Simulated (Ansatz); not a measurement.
**triplet C3H2ClF: levels of theory compared**

Aim: a comparison of 6 runs (UHF/STO-3G, U-r2SCAN/def2-SVP, U-r2SCAN0/def2-SVP, U-revPBE/def2-SVP, UBCCD(T)/def2-SVP, UCCSD(T)/def2-SVP) of triplet C3H2ClF. 

The results are computed with Ansatz 0.2.0.

70 further runs of the same task are left out: 70 set aside as unsound or not needed. Runs told in other sessions of the task aren't counted.

## 1. The structure to begin with

C3H2ClF has 7 atoms, charge 0, and is taken as a triplet. As SMILES of the parent species, `FC1=CC1Cl`. The coordinates come from a PBE0-D4/def2-TZVP relaxation. That shape belongs to the parent species and isn't relaxed for this state.

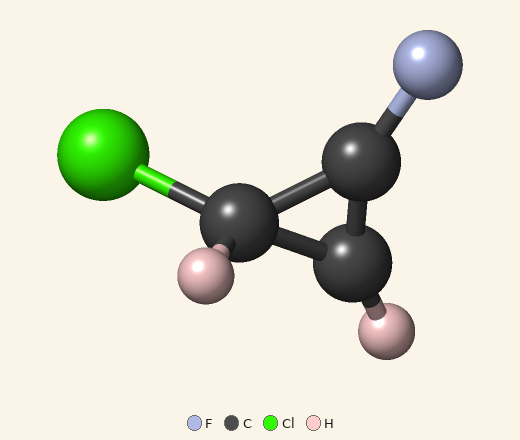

The structure, seen from a chosen angle (fluorine light blue, carbon dark grey, chlorine green, hydrogen pink).

## 2. A single-point energy at UHF/STO-3G (run 1)

The input, input.yaml:

```yaml
basis:
  gaussian:
    orbitals: STO-3G
crystal:
  periodic: [false, false, false]
  atoms:
    - symbol: F
      position_ang: [0.416000, -2.094500, -0.334400]
    - symbol: C
      position_ang: [0.254800, -0.851400, 0.006900]
    - symbol: C
      position_ang: [0.154700, 0.033300, 0.937200]
    - symbol: C
      position_ang: [0.000700, 0.474100, -0.491600]
    - symbol: Cl
      position_ang: [-1.623600, 0.912000, -1.122900]
    - symbol: H
      position_ang: [0.123900, 0.365700, 1.959300]
    - symbol: H
      position_ang: [0.734800, 1.092800, -1.000200]
magnetization:
  spin_polarized: true
  initial_magnetization: 2
hamiltonian:
  xc: hf
accuracy: high
output: {orbitals: {seedname: orbitals}}
```

On the command line:

```bash
ansatz run input.yaml --threads 1 --pin off --max-ram 2610MiB --events-out events.jsonl --progress --plain --runs-dir runs
```

The program printed:

```text
Warning: RAYON_NUM_THREADS=1 ignored (pool sized by the plan → 1); use --threads N
Functional definition: HF
  name "HF"
  exchange = exact_x
  correlation = 0
631 factors; integrals over basis functions are off by at most 4.0e-8 eV
mean field evaluation 1: about -18110.4815 eV, gradient 1.8e1 eV
mean field evaluation 2: about -18110.7059 eV, gradient 1.8e1 eV
mean field evaluation 4: about -18114.5866 eV, gradient 3.4e0 eV
mean field evaluation 8: about -18114.9252 eV, gradient 1.4e-1 eV
mean field evaluation 16: about -18114.9218 eV, gradient 2.2e-8 eV
mean field -18114.92177721 eV, -665.7110965773 hartree, gradient 2.2e-8 eV, S^2 2.041280; 0 other end points of the search recorded, 0 dependent functions left out
reference -18114.92177721 eV, -665.7110965773 hartree; 24, 22 occupied and 7, 9 virtual orbitals, 631 factors
Total energy: -18114.92177721 eV, -665.7110965773 hartree
```

It took 0.26 s on 1 thread of Intel Xeon 6975P-C (Granite Rapids), shared host.

## 3. The energy at U-r2SCAN/def2-SVP (run 2)

The input, run.yaml:

```yaml
crystal:
  periodic: [false, false, false]
  atoms:
    - symbol: F
      position_ang: [0.416000, -2.094500, -0.334400]
    - symbol: C
      position_ang: [0.254800, -0.851400, 0.006900]
    - symbol: C
      position_ang: [0.154700, 0.033300, 0.937200]
    - symbol: C
      position_ang: [0.000700, 0.474100, -0.491600]
    - symbol: Cl
      position_ang: [-1.623600, 0.912000, -1.122900]
    - symbol: H
      position_ang: [0.123900, 0.365700, 1.959300]
    - symbol: H
      position_ang: [0.734800, 1.092800, -1.000200]
basis:
  gaussian:
    orbitals: def2-SVP
magnetization:
  spin_polarized: true
  initial_magnetization: 2
hamiltonian:
  xc: {name: r2SCAN}
accuracy: high
output: {orbitals: {seedname: orbitals}}
```

On the command line:

```bash
ansatz run run.yaml --threads 1 --pin off --max-ram 2610MiB --events-out events.jsonl --progress --plain --runs-dir runs
```

The program printed:

```text
Warning: RAYON_NUM_THREADS=1 ignored (pool sized by the plan → 1); use --threads N
Functional definition: r2SCAN
  name "r2SCAN"
  parameter k0 = 0.174
  parameter k1 = 0.065
  parameter a1 = 4.9479
  exchange = r2scan_x(k0 = k0, k1 = k1, a1 = a1)
  correlation = r2scan_c
1846 factors; integrals over basis functions are off by at most 3.8e-9 eV
mean field evaluation 1: about -18348.8310 eV, gradient 4.7e1 eV
mean field evaluation 2: about -18302.5641 eV, gradient 9.8e1 eV
mean field evaluation 4: about -18361.7796 eV, gradient 1.6e1 eV
mean field evaluation 8: about -18363.2243 eV, gradient 5.9e-1 eV
mean field evaluation 16: about -18363.2196 eV, gradient 9.2e-4 eV
mean field evaluation 32: about -18360.0453 eV, gradient 1.5e1 eV
mean field -18363.21962034 eV, -674.8358740102 hartree, gradient 3.7e-8 eV, S^2 2.014649; 1 other end points of the search recorded, 0 dependent functions left out
reference -18363.21962147 eV, -674.8358740518 hartree; 24, 22 occupied and 60, 62 virtual orbitals, 1846 factors
Total energy: -18363.21962147 eV, -674.8358740518 hartree
```

It took 9.3 s on 1 thread of Intel Xeon 6975P-C (Granite Rapids), shared host; peak memory 0.4 GiB.

Run 3 isn't shown in full; the table further down has it.

## 4. The energy at U-revPBE/def2-SVP (run 4)

The input, run.yaml:

```yaml
crystal:
  periodic: [false, false, false]
  atoms:
    - {symbol: F, position_ang: [0.416000, -2.094500, -0.334400]}
    - {symbol: C, position_ang: [0.254800, -0.851400, 0.006900]}
    - {symbol: C, position_ang: [0.154700, 0.033300, 0.937200]}
    - {symbol: C, position_ang: [0.000700, 0.474100, -0.491600]}
    - {symbol: Cl, position_ang: [-1.623600, 0.912000, -1.122900]}
    - {symbol: H, position_ang: [0.123900, 0.365700, 1.959300]}
    - {symbol: H, position_ang: [0.734800, 1.092800, -1.000200]}
basis:
  gaussian:
    orbitals: def2-SVP
magnetization:
  spin_polarized: true
  initial_magnetization: 2
hamiltonian:
  xc: {name: revPBE}
accuracy: high
output:
  orbitals: {seedname: orbitals}
```

On the command line:

```bash
ansatz run run.yaml --threads 1 --pin off --max-ram 2610MiB --events-out events.jsonl --progress --plain --runs-dir runs
```

The program printed:

```text
Warning: RAYON_NUM_THREADS=1 ignored (pool sized by the plan → 1); use --threads N
Functional definition: revPBE
  name "revPBE"
  parameter kappa = 1.245
  parameter beta = 0.06672455060314922
  exchange = pbe_x(kappa = kappa, mu = beta*pi^2/3)
  correlation = pbe_c(beta = beta)
1846 factors; integrals over basis functions are off by at most 3.8e-9 eV
mean field evaluation 1: about -18346.6372 eV, gradient 5.1e1 eV
mean field evaluation 2: about -18282.2576 eV, gradient 1.1e2 eV
mean field evaluation 4: about -18357.4200 eV, gradient 3.0e1 eV
mean field evaluation 8: about -18363.0013 eV, gradient 3.5e-1 eV
mean field evaluation 16: about -18362.9935 eV, gradient 3.6e-4 eV
mean field evaluation 32: about -18361.0798 eV, gradient 3.5e0 eV
mean field -18362.99351206 eV, -674.8275646842 hartree, gradient 2.0e-8 eV, S^2 2.007753; 2 other end points of the search recorded, 0 dependent functions left out
reference -18362.99351496 eV, -674.8275647909 hartree; 24, 22 occupied and 60, 62 virtual orbitals, 1846 factors
Total energy: -18362.99351496 eV, -674.8275647909 hartree
```

It took 5.4 s on 1 thread of Intel Xeon 6975P-C (Granite Rapids), shared host; peak memory 0.27 GiB.

Run 5 isn't shown in full; the table further down has it.

## 5. The energy at UCCSD(T)/def2-SVP (run 6)

The input, job.yaml:

```yaml
crystal:
  periodic: [false, false, false]
  atoms:
    - {symbol: F, position_ang: [0.416000, -2.094500, -0.334400]}
    - {symbol: C, position_ang: [0.254800, -0.851400, 0.006900]}
    - {symbol: C, position_ang: [0.154700, 0.033300, 0.937200]}
    - {symbol: C, position_ang: [0.000700, 0.474100, -0.491600]}
    - {symbol: Cl, position_ang: [-1.623600, 0.912000, -1.122900]}
    - {symbol: H, position_ang: [0.123900, 0.365700, 1.959300]}
    - {symbol: H, position_ang: [0.734800, 1.092800, -1.000200]}
basis:
  gaussian:
    orbitals: def2-SVP
accuracy: high
scf:
  omitted_lower_state_checks: [cluster_reference, increment]
correlation:
  method: ccsd_t
  frozen_orbitals: {C: 1, Cl: 5, F: 1, H: 0}
magnetization:
  spin_polarized: true
  initial_magnetization: 2
```

On the command line:

```bash
ansatz run job.yaml --threads 1 --pin off --max-ram 2610MiB --events-out events.jsonl --progress --plain --runs-dir runs
```

The program printed:

```text
Warning: RAYON_NUM_THREADS=1 ignored (pool sized by the plan → 1); use --threads N
[... 12 lines left out ...]
9 core orbitals not correlated: weight in the atoms' cores, before any rotation towards them, 1.000 or more for the frozen orbitals, at most 0.000 for the correlated occupied ones
[... 35 lines left out ...]
Total energy: -18336.22818752 eV, -673.8439571494 hartree
Checks for a lower state left out: cluster_reference, increment
```

Wall time 39 s (1 thread of Intel Xeon 6975P-C (Granite Rapids), shared host); peak memory 0.93 GiB.

## 6. All runs side by side

```
run               level  frozen core orbitals  energy (Eh)  HOMO energy (eV)   ⟨S²⟩  wall time
  1          UHF/STO-3G                     –  -665.711097             -5.36  2.041     0.26 s
  2   U-r2SCAN/def2-SVP                     –  -674.835874             -2.30  2.015      9.3 s
  3  U-r2SCAN0/def2-SVP                     –  -674.807352             -3.66  2.018       14 s
  4   U-revPBE/def2-SVP                     –  -674.827565             -1.76  2.008      5.4 s
  5   UBCCD(T)/def2-SVP                     9  -673.844289                 –  2.039       55 s
  6   UCCSD(T)/def2-SVP                     9  -673.843957                 –  2.039       39 s
```

## 7. Summary of results

```
                                          quantity          value
                               run 6: total energy  -673.84396 Eh
run 6: correlation energy (9 core orbitals frozen)     -720.6 mEh
                             run 6: (T) correction     -19.77 mEh
          run 6: ⟨S²⟩ of the reference determinant          2.039
                              run 6: T1 diagnostic          0.017
```

Totals of different functionals can't be ranked against each other. In run 1 the basis is minimal, so the values are rough. All runs together took 2 min, the longest 55 s.
